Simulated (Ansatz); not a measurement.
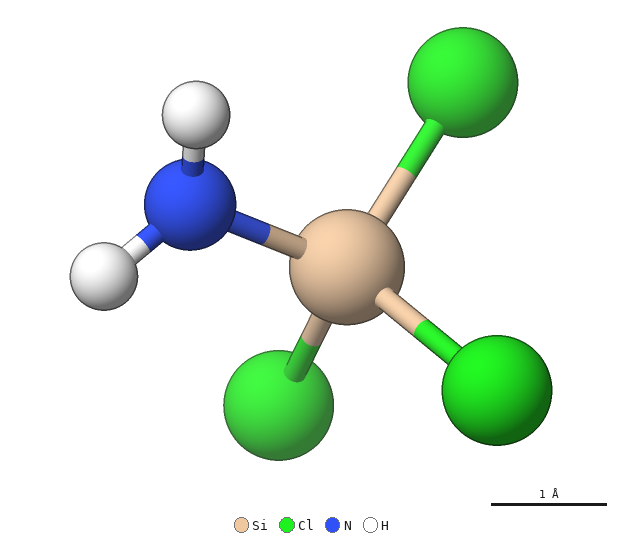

Ball-and-stick drawing of a structure. Every bond is drawn as one stick, whatever its order.

The geometry was computed by an optimisation with PBE0-D4/def2-TZVP.

> Count the atoms of each element.

Cl3H2NSi, 7 atoms: 3 chlorine, 2 hydrogen, 1 nitrogen and 1 silicon.

> Give the symmetry (Schoenflies symbol).

Cs.

> How many atoms are distinct by symmetry?

5: 1 Si, 2 Cl, 1 Cl, 1 N, 2 H.

> Count the bonded pairs by element.

3 Cl–Si, 2 N–H, 1 N–Si. Sticks follow a distance rule.

The parts below concern this one geometry. Atoms keep their numbers from picture to picture.

### Geometry

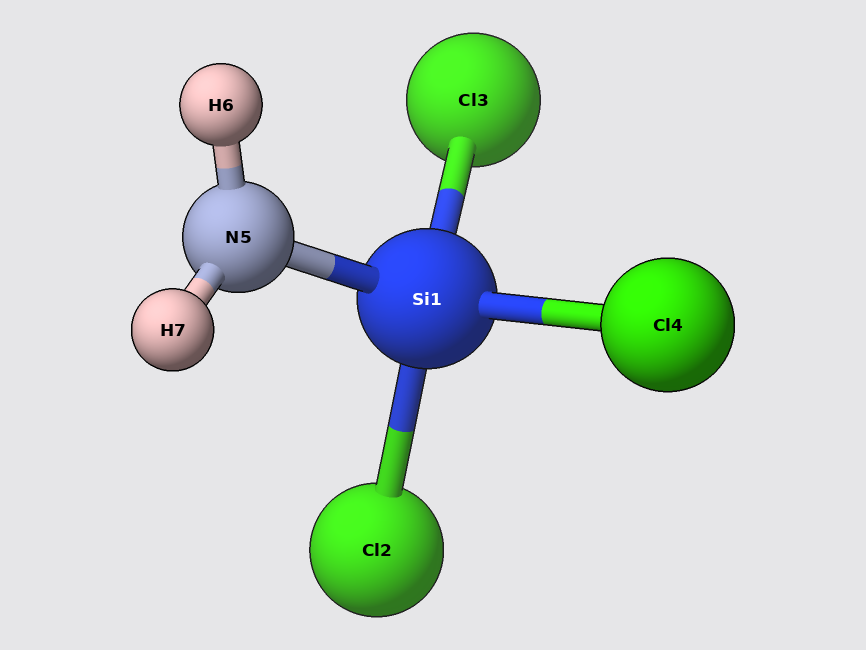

Which atoms are bonded, and how long are the bonds?

```tsv
bond	length (Å)
Si1–Cl2	2.031
Si1–Cl3	2.031
Si1–Cl4	2.043
Si1–N5	1.683
N5–H6	1.007
N5–H7	1.007
```

### Electronic properties

Level of theory: RKS PBE0-D4/def2-TZVPP (Ansatz 0.2.0).

> What is the HOMO energy (Kohn–Sham orbital)?

−8.35 eV.

> Estimate the LUMO energy (Kohn–Sham orbital).

0.23 eV.

> Estimate the dispersion correction.

−22.5 kJ/mol.

### Dipole moment

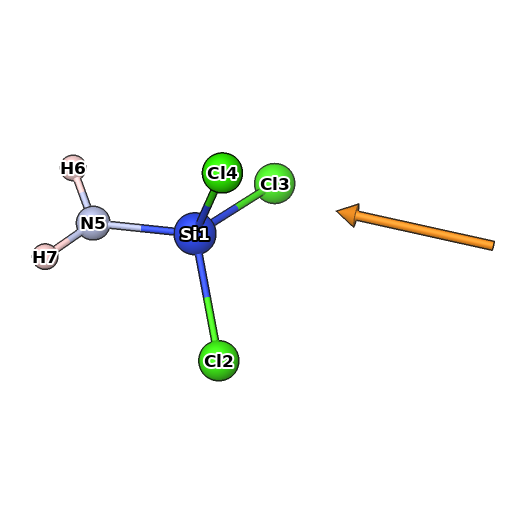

The arrow beside the molecule shows the direction of the dipole moment, from the negative to the positive end (its length means nothing). Method: RKS PBE0-D4/def2-TZVP (Ansatz 0.2.0).

> How large is the dipole moment?

2.44 D; it points from the side of Cl2, Cl3 to the side of H6, H7 (the outermost atoms at the two ends).

### Charges

The questions are on Mulliken charges. Level of theory: RKS PBE0-D4/def2-TZVP (Ansatz 0.2.0).

> Which atom carries the highest charge (most positive or least negative)?

Si1 (0.69 e).

> And the lowest?

N5 (−0.59 e).

Give the Mulliken charges atom by atom.

| atom | value (e) |
| --- | --- |
| Si1 | 0.69 |
| Cl2 | −0.20 |
| Cl3 | −0.20 |
| Cl4 | −0.21 |
| N5 | −0.59 |
| H6 | 0.25 |
| H7 | 0.25 |

Mulliken values depend strongly on the basis set and can even reverse the polarity of a bond.
